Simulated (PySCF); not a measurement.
# C2H4ClF (1-chloro-2-fluoroethane): levels of theory compared

We compute a comparison of 3 runs (B3LYP/6-31G*, CAM-B3LYP/6-311+G**, wB97X/6-311+G**) of C2H4ClF (1-chloro-2-fluoroethane). The job is set up through a Python script.

The results are computed with PySCF 2.14.0.

2 further runs of the same task are left out: 1 that didn't finish, 1 set aside as unsound or not needed.

### Step 1. The structure to begin with

C2H4ClF has 8 atoms, charge 0, and is taken as a singlet. SMILES: `FCCCl`. The coordinates come from a PBE0-D4/def2-TZVP relaxation. This is one conformer, not always the lowest.

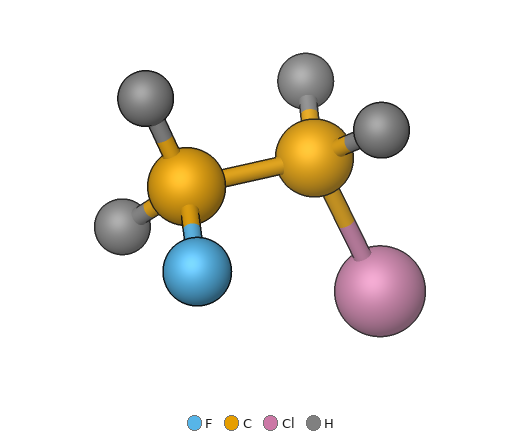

The structure, seen from a chosen angle (fluorine blue, carbon amber, chlorine pink, hydrogen grey).

### Step 2. A single-point energy at B3LYP/6-31G(d) (spherical functions) (run 1)

mol.xyz reads:

```xyz
8
C2H4ClF
F     -1.336980     0.498150     1.030500
C     -0.143560     0.671020     0.368890
C      0.300450    -0.609920    -0.275720
Cl    -0.759330    -1.087620    -1.620890
H     -0.273910     1.462220    -0.374180
H      0.609620     0.981160     1.102570
H      0.296790    -1.425630     0.446820
H      1.306920    -0.489380    -0.677980
```

calc.py reads:

```python
# FCCCl
from pyscf import gto, dft

system = gto.M(
    atom='mol.xyz',
    basis='6-31g*',
    verbose=3,
    max_memory=1860,
    spin=0,
)

mf = dft.RKS(system, xc='b3lyp')
mf.grids.level = 5
mf.conv_tol = 1e-10
mf.kernel()
if not mf.converged:
    mf = mf.newton().run(mf.mo_coeff, mf.mo_occ)

energy = mf.e_tot
print('E(%s) = %.9f' % ('B3LYP', energy))
```

Command:

```console
$ OMP_NUM_THREADS=1 python calc.py
```

Output:

```text
converged SCF energy = -638.641599240214
E(B3LYP) = -638.641599240
```

Run time: 14 s. Hardware: 1 thread of Arm Neoverse V2, shared host; peak memory 0.35 GiB.

### Step 3. The energy at CAM-B3LYP/6-311+G(d,p) (run 2)

input.py reads:

```python
from pyscf import gto, dft

mol = gto.M(
    atom=[
    ('F', (-1.336980, 0.498150, 1.030500)),
    ('C', (-0.143560, 0.671020, 0.368890)),
    ('C', (0.300450, -0.609920, -0.275720)),
    ('Cl', (-0.759330, -1.087620, -1.620890)),
    ('H', (-0.273910, 1.462220, -0.374180)),
    ('H', (0.609620, 0.981160, 1.102570)),
    ('H', (0.296790, -1.425630, 0.446820)),
    ('H', (1.306920, -0.489380, -0.677980)),
],
    verbose=3,
    basis='6-311+g**',
    max_memory=1860,
    spin=0,
)

mf = dft.RKS(mol)
mf.xc = 'cam-b3lyp'
mf.grids.level = 5
mf.conv_tol = 1e-10
mf.kernel()
if not mf.converged:
    mf = mf.newton().run(mf.mo_coeff, mf.mo_occ)

energy = mf.e_tot
print('Final energy', energy)
```

Command:

```console
$ OMP_NUM_THREADS=1 python input.py
```

Output:

```text
converged SCF energy = -638.669064789553
Final energy -638.6690647895527
```

Run time: 44 s. Hardware: 1 thread of Arm Neoverse V2, shared host; peak memory 0.66 GiB.

### Step 4. The energy at wB97X/6-311+G(d,p) (run 3)

input.py reads:

```python
from pyscf import gto, dft

mol = gto.M(
    atom='''
F   -1.336980   0.498150   1.030500
C   -0.143560   0.671020   0.368890
C    0.300450  -0.609920  -0.275720
Cl  -0.759330  -1.087620  -1.620890
H   -0.273910   1.462220  -0.374180
H    0.609620   0.981160   1.102570
H    0.296790  -1.425630   0.446820
H    1.306920  -0.489380  -0.677980
''',
    max_memory=1860,
    basis='6-311+g**',
    verbose=4,
    spin=0,
)

mf = dft.RKS(mol, xc='wb97x')
mf.grids.level = 5
mf.conv_tol = 1e-10
mf.kernel()
if not mf.converged:
    mf = mf.newton().run(mf.mo_coeff, mf.mo_occ)

etot = mf.e_tot
print('E(%s) = %.9f' % ('WB97X', etot))
```

Command:

```console
$ OMP_NUM_THREADS=1 python input.py
```

Output:

```text
PySCF version 2.14.0

[... 77 lines left out ...]
converged SCF energy = -638.678183634705
E(WB97X) = -638.678183635
```

Wall time 42 s (1 thread of Arm Neoverse V2, shared host); peak memory 0.66 GiB.

### Step 5. The series

```csv
run,level,energy (Eh),dipole moment (D),HOMO energy (eV),LUMO energy (eV),wall time
1,B3LYP/6-31G* (spherical functions),-638.641599,2.69,-8.17,0.81,14 s
2,CAM-B3LYP/6-311+G**,-638.669065,2.98,-10.09,0.69,44 s
3,wB97X/6-311+G**,-638.678184,2.98,-11.16,1.84,42 s
```

### Step 6. What came out

```
            quantity          value
 run 3: total energy  -638.67818 Eh
run 3: dipole moment         2.98 D
  run 3: HOMO energy      -11.16 eV
  run 3: LUMO energy        1.84 eV
run 3: HOMO–LUMO gap       13.00 eV
```

**Reading.** The dipole moment (its size) runs from 2.69 D (B3LYP/6-31G*) to 2.98 D (wB97X/6-311+G**). The two ends differ in method and basis. The HOMO–LUMO gap runs from 8.99 eV (B3LYP/6-31G*) to 13.00 eV (wB97X/6-311+G**). Totals of different functionals can't be ranked against each other. All runs together took 1.7 min, the longest 44 s.
